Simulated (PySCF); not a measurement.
**CH7B2FN2: NMR shifts at several levels of theory, part 1 of 2**

How much do the NMR shifts of CH7B2FN2 (`BNB(F)NC`) depend on the level of theory, and what does each level cost?

The runs use PySCF 2.14.0, with density-fitted response routines of our own; the level of theory stands in each step. All values are computed, except where a source is named. Atoms are numbered from 0 throughout.

## (1) Starting geometry

13 atoms, charge 0, multiplicity 1; geometry from: PBE0-D3(BJ)/def2-SVP.

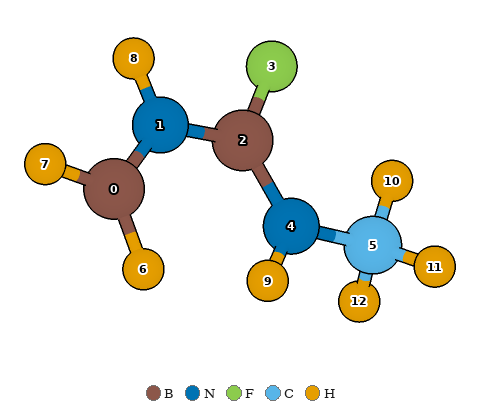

As it starts; boron brown, nitrogen blue, fluorine green, carbon blue, hydrogen amber, atoms numbered; sticks join atoms by distance.

## (2) Nuclear shieldings: PBE0/6-31G*

Job settings and geometry (Å):

```
{"job": {"kind": "nmr", "xc": "PBE0", "basis": "6-31G*", "pop": true}, "charge": 0, "multiplicity": 1}
B     -2.397281    -0.142111    -0.039481
N     -1.443226     0.878536    -0.110410
B      0.004476     0.777608    -0.076393
F      0.690382     1.928505    -0.189630
N      0.695096    -0.426887     0.065674
C      2.125458    -0.581597     0.102400
H     -2.033631    -1.292962     0.079562
H     -3.575591     0.123327    -0.096387
H     -1.784936     1.829197    -0.215634
H      0.154334    -1.278901     0.146647
H      2.600509     0.404846     0.018990
H      2.469919    -1.040222     1.045257
H      2.498765    -1.203683    -0.729517
```

With the program's defaults for keys left out, this is: GIAO PBE0/6-31G* NMR shielding, non-relativistic, gas phase.

On the command line:

```bash
$ OMP_NUM_THREADS=1 python probes_run.py task.json out
```

This one command runs all jobs of the session in turn.

Log:

```text
coarse grid: 10808 points
cycle   1  E = -301.1458435679  dE =  5.247e-01  |g| = 5.820e-01  |ddm| = 3.212e+00
cycle   2  E = -301.1230178184  dE =  2.283e-02  |g| = 7.120e-01  |ddm| = 9.195e-01
cycle   3  E = -301.2118247683  dE = -8.881e-02  |g| = 5.385e-02  |ddm| = 5.082e-01
cycle   4  E = -301.2124029323  dE = -5.782e-04  |g| = 1.924e-02  |ddm| = 5.566e-02
cycle   5  E = -301.2124763502  dE = -7.342e-05  |g| = 8.099e-03  |ddm| = 2.000e-02
cycle   6  E = -301.2124902715  dE = -1.392e-05  |g| = 1.220e-03  |ddm| = 6.497e-03
cycle   7  E = -301.2124906080  dE = -3.365e-07  |g| = 3.282e-04  |ddm| = 1.138e-03
final grid: 104816 points
cycle   8  E = -301.1785316810  dE = -2.726e-05  |g| = 7.754e-03  |ddm| = 1.986e-02
cycle   9  E = -301.1785244063  dE =  7.275e-06  |g| = 9.825e-03  |ddm| = 1.333e-02
cycle  10  E = -301.1785459981  dE = -2.159e-05  |g| = 9.551e-04  |ddm| = 7.195e-03
cycle  11  E = -301.1785461983  dE = -2.002e-07  |g| = 1.939e-04  |ddm| = 7.885e-04
cycle  12  E = -301.1785462049  dE = -6.652e-09  |g| = 6.311e-05  |ddm| = 1.684e-04
cycle  13  E = -301.1785462058  dE = -8.263e-10  |g| = 1.649e-05  |ddm| = 5.538e-05
converged SCF energy = -301.1785462058

GIAO shielding tensors (ppm)
atom      isotropic    diamagn.    paramagn.     s11        s22        s33       span
  0 B       73.680     198.454    -124.774     41.667     49.229    130.143     88.476
  1 N      137.873     316.206    -178.333     27.349    150.334    235.936    208.587
  2 B       93.055     199.013    -105.959     72.614    100.278    106.272     33.658
  3 F      328.082     469.033    -140.951    230.874    318.199    435.173    204.298
  4 N      212.809     321.561    -108.752    164.254    232.841    241.332     77.078
  5 C      167.151     243.158     -76.007    145.248    162.732    193.474     48.227
  6 H       26.569      32.400      -5.832     24.272     26.068     29.366      5.094
  7 H       26.640      29.076      -2.436     25.322     26.772     27.825      2.503
  8 H       27.068      27.892      -0.825     22.855     27.630     30.719      7.864
  9 H       29.577      33.154      -3.577     20.684     30.654     37.392     16.708
 10 H       28.901      28.599       0.302     24.388     28.968     33.348      8.960
 11 H       29.564      28.132       1.432     24.732     27.738     36.221     11.489
 12 H       29.553      28.138       1.415     24.703     27.722     36.234     11.532
```

Run time: 8.3 s. Hardware: 1 thread of Arm Neoverse V1, shared host; peak memory 0.54 GiB.

The references, computed at this level on geometries of the same kind, shield at (ppm): ¹H TMS 31.96, ¹³C TMS 194.1, ¹⁹F CFCl3 198.9, ¹⁵N NH3 259.4, ¹¹B BF3·OEt2 112.3. Their shielding less the atom's gives the shift. The references are single molecules in the gas phase, so shifts against H2O, NH3, PH3, H3PO4 or CFCl3 are not on the usual liquid scales and can be off by tens of ppm. Atoms listed in one row are averaged.

| atoms | environment | σ (ppm) | δ (ppm) |
| --- | --- | --- | --- |
| C5 | methyl carbon bonded to N | 167.2 | 27.0 |
| H6, H7 | hydrogen on a boron bonded to N | 26.60 | 5.36 |
| H8 | hydrogen on a nitrogen bonded to 2 B | 27.07 | 4.90 |
| H10, H11, H12 | hydrogen on a methyl carbon bonded to N | 29.34 | 2.62 |
| H9 | hydrogen on a nitrogen bonded to C, B | 29.58 | 2.39 |
| B0 | boron bonded to N, 2 H | 73.7 | 38.6 |
| B2 | boron bonded to F, 2 N | 93.1 | 19.2 |
| N1 | nitrogen bonded to 2 B, H | 137.9 | 121.5 |
| N4 | nitrogen bonded to C, B, H | 212.8 | 46.6 |
| F3 | fluorine bonded to B | 328.1 | -129.2 |

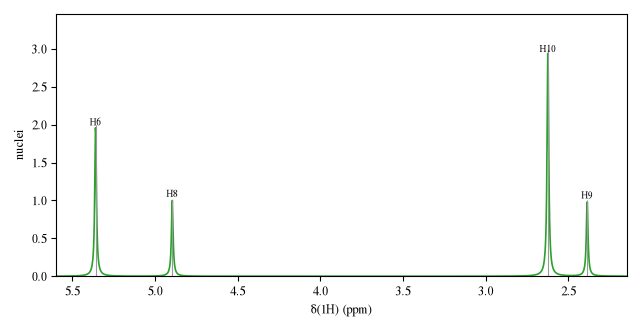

¹H lines at the computed shifts, without couplings. Lines are broadened to a width of 0.01 ppm (Lorentzian).

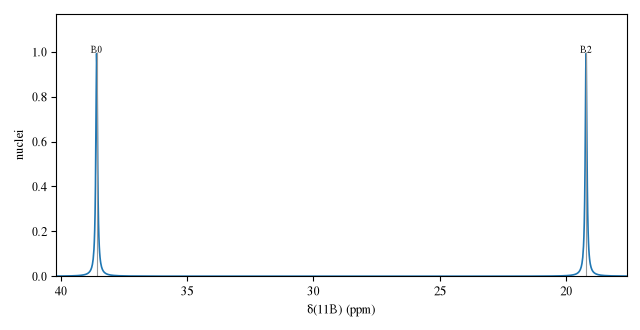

¹¹B lines at the computed shifts, without couplings. Lines are broadened to a width of 0.08 ppm (Lorentzian).

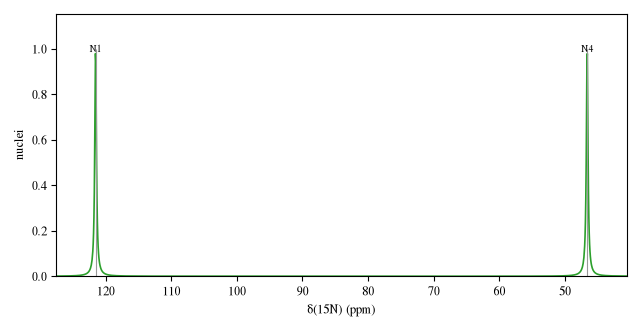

¹⁵N lines at the computed shifts, without couplings. Lines are broadened to a width of 0.30 ppm (Lorentzian).

Charges from the same density, by scheme (e):

| atoms | Mulliken | IAO | Hirshfeld | ESP fit |
| --- | --- | --- | --- | --- |
| B0 | 0.08 | 0.04 | 0.11 | 0.26 |
| N1 | -0.58 | -0.47 | -0.21 | -0.60 |
| B2 | 0.63 | 0.56 | 0.23 | 0.54 |
| F3 | -0.31 | -0.34 | -0.15 | -0.25 |
| N4 | -0.61 | -0.43 | -0.18 | -0.50 |
| C5 | -0.38 | -0.29 | -0.05 | -0.21 |

ESP fit charges:

B0 0.26; N1 -0.60; B2 0.54; F3 -0.25; N4 -0.50; C5 -0.21; H6 -0.13; H7 -0.10; H8 0.33; H9 0.34; H10 0.12; H11 0.09; H12 0.09

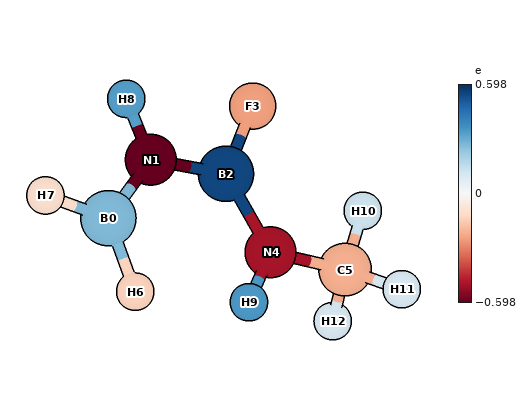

ESP fit charges, as colours on the atoms.

Mayer bond orders: B0–N1 1.38, N1–B2 0.99, B2–F3 1.09, B2–N4 1.23, N4–C5 0.97.

## (3) Shielding tensors: PBE0/6-311+G(2d,p)

Same as in step 2 but for these lines:

```diff
@@ -1,2 +1,2 @@
-{"job": {"kind": "nmr", "xc": "PBE0", "basis": "6-31G*", "pop": true}, "charge": 0, "multiplicity": 1}
+{"job": {"kind": "nmr", "xc": "PBE0", "basis": "6-311+G(2d,p)", "pop": true}, "charge": 0, "multiplicity": 1}
 B     -2.397281    -0.142111    -0.039481
```

With the program's defaults for keys left out, this is: GIAO PBE0/6-311+G(2d,p) NMR shielding, non-relativistic, gas phase.

Log:

```text
coarse grid: 10808 points
cycle   1  E = -301.2298168975  dE =  5.217e-01  |g| = 5.829e-01  |ddm| = 2.869e+00
cycle   2  E = -301.1959057103  dE =  3.391e-02  |g| = 7.745e-01  |ddm| = 7.881e-01
cycle   3  E = -301.2938485017  dE = -9.794e-02  |g| = 5.657e-02  |ddm| = 3.946e-01
cycle   4  E = -301.2943848028  dE = -5.363e-04  |g| = 2.688e-02  |ddm| = 5.461e-02
cycle   5  E = -301.2945211609  dE = -1.364e-04  |g| = 9.041e-03  |ddm| = 2.004e-02
cycle   6  E = -301.2945371558  dE = -1.599e-05  |g| = 1.851e-03  |ddm| = 6.045e-03
cycle   7  E = -301.2945378743  dE = -7.185e-07  |g| = 3.707e-04  |ddm| = 1.313e-03
final grid: 104816 points
cycle   8  E = -301.2850220519  dE = -6.391e-05  |g| = 8.289e-03  |ddm| = 5.493e-02
cycle   9  E = -301.2850157267  dE =  6.325e-06  |g| = 9.984e-03  |ddm| = 1.055e-02
cycle  10  E = -301.2850354085  dE = -1.968e-05  |g| = 9.029e-04  |ddm| = 5.533e-03
cycle  11  E = -301.2850355756  dE = -1.672e-07  |g| = 3.134e-04  |ddm| = 7.074e-04
cycle  12  E = -301.2850355949  dE = -1.928e-08  |g| = 8.885e-05  |ddm| = 2.074e-04
cycle  13  E = -301.2850355964  dE = -1.484e-09  |g| = 2.456e-05  |ddm| = 6.803e-05
cycle  14  E = -301.2850355965  dE = -1.020e-10  |g| = 6.078e-06  |ddm| = 1.447e-05
converged SCF energy = -301.2850355965

GIAO shielding tensors (ppm)
atom      isotropic    diamagn.    paramagn.     s11        s22        s33       span
  0 B       61.439     196.262    -134.823     26.452     33.880    123.986     97.534
  1 N      120.955     313.293    -192.339      0.298    136.958    225.608    225.310
  2 B       81.342     195.360    -114.019     56.940     90.347     96.738     39.798
  3 F      321.484     469.988    -148.504    231.350    307.077    426.024    194.674
  4 N      200.890     313.109    -112.218    146.015    223.863    232.793     86.778
  5 C      160.020     243.601     -83.581    136.337    155.434    188.291     51.954
  6 H       26.210      31.458      -5.247     23.494     25.843     29.294      5.800
  7 H       26.269      29.770      -3.501     25.044     26.227     27.537      2.493
  8 H       26.431      30.637      -4.206     22.336     27.429     29.526      7.190
  9 H       28.723      32.755      -4.032     20.519     29.660     35.991     15.472
 10 H       28.336      28.836      -0.500     23.820     28.562     32.625      8.805
 11 H       29.050      29.139      -0.089     24.231     27.016     35.904     11.673
 12 H       29.043      29.131      -0.088     24.207     26.999     35.923     11.716
```

Wall time 23 s (1 thread of Arm Neoverse V1, shared host); peak memory 0.92 GiB.

Key values: δ C5 26.4, B0 41.0, B2 21.1, N1 140.9, H6 5.27, H8 5.08 ppm (means over like atoms).

## (4) NMR shieldings: PBE0/def2-SVP

Same as in step 3 but for these lines:

```diff
@@ -1,2 +1,2 @@
-{"job": {"kind": "nmr", "xc": "PBE0", "basis": "6-311+G(2d,p)", "pop": true}, "charge": 0, "multiplicity": 1}
+{"job": {"kind": "nmr", "xc": "PBE0", "basis": "def2-SVP", "pop": true}, "charge": 0, "multiplicity": 1}
 B     -2.397281    -0.142111    -0.039481
```

With the program's defaults for keys left out, this is: GIAO PBE0/def2-SVP NMR shielding, non-relativistic, gas phase.

Log:

```text
coarse grid: 10808 points
cycle   1  E = -300.8772102304  dE =  4.828e-01  |g| = 5.539e-01  |ddm| = 3.583e+00
cycle   2  E = -300.8540193857  dE =  2.319e-02  |g| = 6.888e-01  |ddm| = 9.075e-01
cycle   3  E = -300.9373537836  dE = -8.333e-02  |g| = 5.064e-02  |ddm| = 4.948e-01
cycle   4  E = -300.9378501453  dE = -4.964e-04  |g| = 2.023e-02  |ddm| = 5.692e-02
cycle   5  E = -300.9379330962  dE = -8.295e-05  |g| = 7.922e-03  |ddm| = 2.106e-02
cycle   6  E = -300.9379463798  dE = -1.328e-05  |g| = 1.366e-03  |ddm| = 6.679e-03
cycle   7  E = -300.9379468229  dE = -4.431e-07  |g| = 3.049e-04  |ddm| = 1.374e-03
final grid: 104816 points
cycle   8  E = -300.9701837497  dE = -3.057e-05  |g| = 7.505e-03  |ddm| = 2.106e-02
cycle   9  E = -300.9701764555  dE =  7.294e-06  |g| = 9.568e-03  |ddm| = 1.295e-02
cycle  10  E = -300.9701968536  dE = -2.040e-05  |g| = 8.993e-04  |ddm| = 7.156e-03
cycle  11  E = -300.9701970343  dE = -1.807e-07  |g| = 1.919e-04  |ddm| = 8.038e-04
cycle  12  E = -300.9701970407  dE = -6.457e-09  |g| = 6.555e-05  |ddm| = 1.839e-04
cycle  13  E = -300.9701970416  dE = -9.246e-10  |g| = 1.582e-05  |ddm| = 6.304e-05
converged SCF energy = -300.9701970416

GIAO shielding tensors (ppm)
atom      isotropic    diamagn.    paramagn.     s11        s22        s33       span
  0 B       70.286     200.829    -130.543     36.191     43.942    130.726     94.535
  1 N      135.514     307.728    -172.214     19.624    147.143    239.774    220.150
  2 B       89.033     206.660    -117.628     67.027     97.062    103.010     35.983
  3 F      332.386     464.574    -132.188    235.967    320.641    440.549    204.583
  4 N      212.711     315.052    -102.341    161.844    233.290    242.998     81.154
  5 C      168.108     241.128     -73.020    146.066    164.040    194.219     48.154
  6 H       26.128      33.384      -7.256     23.712     25.650     29.022      5.310
  7 H       26.256      29.053      -2.797     24.983     26.402     27.383      2.400
  8 H       26.092      28.232      -2.140     21.758     26.781     29.738      7.980
  9 H       28.769      34.693      -5.924     19.797     29.903     36.606     16.809
 10 H       28.360      28.772      -0.412     23.844     28.268     32.969      9.125
 11 H       29.091      27.765       1.326     24.131     27.112     36.029     11.898
 12 H       29.081      27.793       1.288     24.099     27.100     36.045     11.946
```

Run time: 9.9 s. Hardware: 1 thread of Arm Neoverse V1, shared host; peak memory 0.68 GiB.

In short: δ C5 25.6, B0 40.4, B2 21.6, N1 134.3, H8 5.25, H6 5.15 ppm (means over like atoms).

## (5) Shielding tensors: PBE0/def2-TZVP

Same as in step 4 but for these lines:

```diff
@@ -1,2 +1,2 @@
-{"job": {"kind": "nmr", "xc": "PBE0", "basis": "def2-SVP", "pop": true}, "charge": 0, "multiplicity": 1}
+{"job": {"kind": "nmr", "xc": "PBE0", "basis": "def2-TZVP", "pop": true}, "charge": 0, "multiplicity": 1}
 B     -2.397281    -0.142111    -0.039481
```

Level: GIAO PBE0/def2-TZVP NMR shielding, non-relativistic, gas phase.

Log:

```text
coarse grid: 10808 points
cycle   1  E = -301.2554110162  dE =  5.149e-01  |g| = 5.898e-01  |ddm| = 2.537e+00
cycle   2  E = -301.2226084796  dE =  3.280e-02  |g| = 7.755e-01  |ddm| = 8.076e-01
cycle   3  E = -301.3203547365  dE = -9.775e-02  |g| = 5.645e-02  |ddm| = 4.728e-01
cycle   4  E = -301.3208928660  dE = -5.381e-04  |g| = 2.677e-02  |ddm| = 5.356e-02
cycle   5  E = -301.3210298178  dE = -1.370e-04  |g| = 8.882e-03  |ddm| = 1.986e-02
cycle   6  E = -301.3210453366  dE = -1.552e-05  |g| = 1.774e-03  |ddm| = 5.472e-03
cycle   7  E = -301.3210459926  dE = -6.560e-07  |g| = 3.742e-04  |ddm| = 1.218e-03
final grid: 104816 points
cycle   8  E = -301.3102950181  dE = -9.764e-05  |g| = 8.588e-03  |ddm| = 6.796e-02
cycle   9  E = -301.3102877144  dE =  7.304e-06  |g| = 1.046e-02  |ddm| = 1.048e-02
cycle  10  E = -301.3103093258  dE = -2.161e-05  |g| = 9.210e-04  |ddm| = 5.660e-03
cycle  11  E = -301.3103094955  dE = -1.697e-07  |g| = 3.538e-04  |ddm| = 6.857e-04
cycle  12  E = -301.3103095192  dE = -2.370e-08  |g| = 9.851e-05  |ddm| = 2.048e-04
cycle  13  E = -301.3103095210  dE = -1.825e-09  |g| = 2.412e-05  |ddm| = 6.748e-05
cycle  14  E = -301.3103095211  dE = -9.811e-11  |g| = 6.106e-06  |ddm| = 1.600e-05
converged SCF energy = -301.3103095211

GIAO shielding tensors (ppm)
atom      isotropic    diamagn.    paramagn.     s11        s22        s33       span
  0 B       60.893     199.194    -138.301     24.932     33.710    124.037     99.105
  1 N      121.173     304.011    -182.838      0.025    137.496    225.998    225.974
  2 B       81.659     198.562    -116.903     56.955     90.803     97.219     40.264
  3 F      320.502     466.314    -145.813    224.459    308.927    428.118    203.659
  4 N      204.001     314.480    -110.479    151.208    224.965    235.831     84.623
  5 C      159.398     241.277     -81.879    135.479    155.030    187.686     52.208
  6 H       26.146      32.139      -5.993     23.384     25.781     29.273      5.889
  7 H       26.218      29.106      -2.888     24.926     26.190     27.537      2.611
  8 H       26.396      29.245      -2.850     22.374     27.381     29.432      7.059
  9 H       28.723      33.114      -4.391     20.450     29.649     36.070     15.620
 10 H       28.338      28.333       0.005     23.942     28.488     32.585      8.643
 11 H       29.034      27.949       1.085     24.235     27.017     35.851     11.615
 12 H       29.029      27.968       1.061     24.214     27.003     35.871     11.657
```

Wall time 28 s (1 thread of Arm Neoverse V1, shared host); peak memory 0.98 GiB.

In short: δ C5 27.3, B0 41.7, B2 21.0, N1 144.8, H6 5.30, H8 5.09 ppm (means over like atoms).

## (6) NMR shieldings: PBE0/cc-pVDZ

Same as in step 5 but for these lines:

```diff
@@ -1,2 +1,2 @@
-{"job": {"kind": "nmr", "xc": "PBE0", "basis": "def2-TZVP", "pop": true}, "charge": 0, "multiplicity": 1}
+{"job": {"kind": "nmr", "xc": "PBE0", "basis": "cc-pVDZ", "pop": true}, "charge": 0, "multiplicity": 1}
 B     -2.397281    -0.142111    -0.039481
```

Level: GIAO PBE0/cc-pVDZ NMR shielding, non-relativistic, gas phase.

Log:

```text
coarse grid: 10808 points
cycle   1  E = -301.1315738354  dE =  5.581e-01  |g| = 5.626e-01  |ddm| = 6.722e+00
cycle   2  E = -301.1071880163  dE =  2.439e-02  |g| = 7.012e-01  |ddm| = 1.722e+00
cycle   3  E = -301.1935527857  dE = -8.636e-02  |g| = 5.118e-02  |ddm| = 8.645e-01
cycle   4  E = -301.1940757761  dE = -5.230e-04  |g| = 1.998e-02  |ddm| = 1.148e-01
cycle   5  E = -301.1941565527  dE = -8.078e-05  |g| = 7.973e-03  |ddm| = 3.805e-02
cycle   6  E = -301.1941700987  dE = -1.355e-05  |g| = 1.388e-03  |ddm| = 1.210e-02
cycle   7  E = -301.1941705466  dE = -4.479e-07  |g| = 3.182e-04  |ddm| = 2.717e-03
final grid: 104816 points
cycle   8  E = -301.2039788343  dE = -3.084e-05  |g| = 7.881e-03  |ddm| = 5.434e-02
cycle   9  E = -301.2039712908  dE =  7.543e-06  |g| = 9.958e-03  |ddm| = 2.662e-02
cycle  10  E = -301.2039934542  dE = -2.216e-05  |g| = 1.008e-03  |ddm| = 1.435e-02
cycle  11  E = -301.2039936806  dE = -2.264e-07  |g| = 2.163e-04  |ddm| = 1.822e-03
cycle  12  E = -301.2039936889  dE = -8.286e-09  |g| = 6.965e-05  |ddm| = 3.871e-04
cycle  13  E = -301.2039936900  dE = -1.037e-09  |g| = 1.713e-05  |ddm| = 1.295e-04
cycle  14  E = -301.2039936900  dE = -5.514e-11  |g| = 5.007e-06  |ddm| = 2.900e-05
converged SCF energy = -301.2039936900

GIAO shielding tensors (ppm)
atom      isotropic    diamagn.    paramagn.     s11        s22        s33       span
  0 B       72.398     203.707    -131.308     39.228     47.597    130.370     91.142
  1 N      135.429     299.609    -164.181     17.928    148.028    240.330    222.402
  2 B       92.074     210.076    -118.002     69.327    101.892    105.004     35.677
  3 F      326.908     463.856    -136.947    229.561    317.458    433.705    204.144
  4 N      212.141     309.730     -97.589    161.091    234.997    240.336     79.246
  5 C      169.998     243.304     -73.306    147.853    165.098    197.044     49.190
  6 H       26.055      33.869      -7.814     23.697     25.534     28.934      5.237
  7 H       26.133      29.437      -3.303     24.967     26.177     27.255      2.289
  8 H       26.071      27.889      -1.817     21.896     26.914     29.404      7.508
  9 H       28.655      34.526      -5.871     19.863     30.004     36.097     16.234
 10 H       28.195      28.977      -0.783     23.763     28.104     32.717      8.954
 11 H       28.919      27.958       0.960     23.958     26.987     35.812     11.853
 12 H       28.909      27.991       0.917     23.928     26.972     35.826     11.898
```

It took 11 s on 1 thread of Arm Neoverse V1, shared host; peak memory 0.65 GiB.

This run: δ C5 26.8, B0 41.4, B2 21.7, N1 137.7, H8 5.22, H6 5.20 ppm (means over like atoms).

## (7) Shielding tensors: PBE0/cc-pVTZ

Same as in step 6 but for these lines:

```diff
@@ -1,2 +1,2 @@
-{"job": {"kind": "nmr", "xc": "PBE0", "basis": "cc-pVDZ", "pop": true}, "charge": 0, "multiplicity": 1}
+{"job": {"kind": "nmr", "xc": "PBE0", "basis": "cc-pVTZ", "pop": true}, "charge": 0, "multiplicity": 1}
 B     -2.397281    -0.142111    -0.039481
```

Method: GIAO PBE0/cc-pVTZ NMR shielding, non-relativistic, gas phase.

Log:

```text
coarse grid: 10808 points
cycle   1  E = -301.2401745818  dE =  5.121e-01  |g| = 5.871e-01  |ddm| = 7.159e+00
cycle   2  E = -301.2100658802  dE =  3.011e-02  |g| = 7.684e-01  |ddm| = 1.702e+00
cycle   3  E = -301.3044818225  dE = -9.442e-02  |g| = 5.455e-02  |ddm| = 8.975e-01
cycle   4  E = -301.3049967847  dE = -5.150e-04  |g| = 2.571e-02  |ddm| = 1.231e-01
cycle   5  E = -301.3051213037  dE = -1.245e-04  |g| = 8.698e-03  |ddm| = 4.182e-02
cycle   6  E = -301.3051360267  dE = -1.472e-05  |g| = 1.803e-03  |ddm| = 1.228e-02
cycle   7  E = -301.3051366912  dE = -6.644e-07  |g| = 3.719e-04  |ddm| = 3.013e-03
final grid: 104816 points
cycle   8  E = -301.3011676209  dE = -1.059e-04  |g| = 8.530e-03  |ddm| = 1.010e-01
cycle   9  E = -301.3011603712  dE =  7.250e-06  |g| = 1.035e-02  |ddm| = 2.611e-02
cycle  10  E = -301.3011818692  dE = -2.150e-05  |g| = 9.710e-04  |ddm| = 1.416e-02
cycle  11  E = -301.3011820530  dE = -1.838e-07  |g| = 3.628e-04  |ddm| = 1.849e-03
cycle  12  E = -301.3011820763  dE = -2.330e-08  |g| = 9.909e-05  |ddm| = 5.007e-04
cycle  13  E = -301.3011820781  dE = -1.813e-09  |g| = 2.431e-05  |ddm| = 1.615e-04
cycle  14  E = -301.3011820782  dE = -9.879e-11  |g| = 6.027e-06  |ddm| = 3.317e-05
converged SCF energy = -301.3011820782

GIAO shielding tensors (ppm)
atom      isotropic    diamagn.    paramagn.     s11        s22        s33       span
  0 B       61.906     199.343    -137.437     26.011     34.640    125.068     99.058
  1 N      121.990     299.217    -177.227      1.384    137.204    227.381    225.997
  2 B       82.416     199.288    -116.872     58.506     91.042     97.699     39.193
  3 F      320.534     467.736    -147.202    223.253    312.005    426.344    203.091
  4 N      204.382     310.519    -106.136    151.450    225.454    236.244     84.794
  5 C      160.396     238.268     -77.872    136.903    155.901    188.384     51.481
  6 H       26.051      32.068      -6.017     23.253     25.651     29.251      5.998
  7 H       26.149      29.270      -3.121     24.855     26.089     27.504      2.649
  8 H       25.985      28.325      -2.340     21.881     26.854     29.220      7.339
  9 H       28.312      32.818      -4.506     19.903     29.078     35.955     16.052
 10 H       28.107      28.607      -0.500     23.690     28.267     32.363      8.673
 11 H       28.852      28.098       0.754     23.996     26.794     35.766     11.771
 12 H       28.847      28.112       0.735     23.975     26.780     35.785     11.810
```

Run time: 37 s. Hardware: 1 thread of Arm Neoverse V1, shared host; peak memory 1 GiB.

In short: δ C5 26.9, B0 40.8, B2 20.3, N1 144.8, H8 5.31, H6 5.19 ppm (means over like atoms).

(Continued in part 2 of 2.)
